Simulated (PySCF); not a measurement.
IF (charge +1, doublet)

```xyz
2

I     0.0000    0.0000   -0.2469
F     0.0000    0.0000    1.6491
```

Core potentials replace the inner electrons of I.

The calculation used PBE0/cc-pVDZ(-PP), non-relativistic Hamiltonian with scalar-relativistic core potentials where named, at a bond length of 1.896 Å (PySCF).

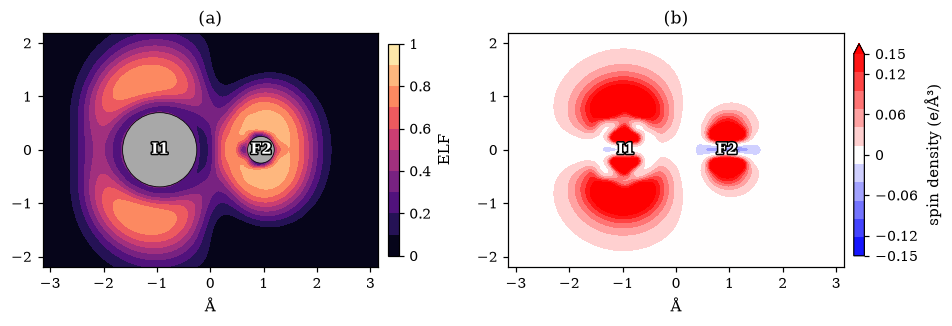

Figure 1. (a) electron localisation function; (b) spin density (α minus β) on a plane that holds the molecular axis. Grey discs cover the atomic cores in the ELF map.

Question: Read the bonding off the picture.

Answer: Atoms in the plane: I and F. I–F (1.90 Å): the ELF peaks at about 0.75 in the valence shell of F, 0.6 Å from its nucleus, and drops to about 0.15 between the two atoms. The ELF also peaks beside I1 and F2, away from the bonds: non-bonding electrons, paired or unpaired. The unpaired spin (1 electron) lies mostly on I1 (about 0.9) and F2 (about 0.1), in electrons by Hirshfeld's partition.

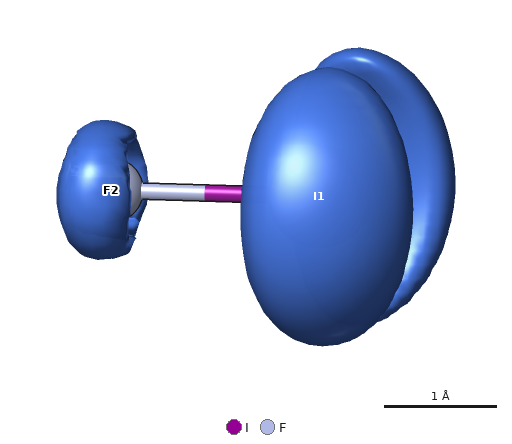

Figure 2. Isosurface of the ELF at 0.85 (blue), seen from one side. Core shells and regions of very low density are left out.

Question: What do the ELF domains correspond to?

Answer: The surface consists of two lobes on I, pointing away from the bonds (non-bonding electrons, which may merge into one lobe) and one region wrapped around F (its lone pairs, merged into a ring or cap).
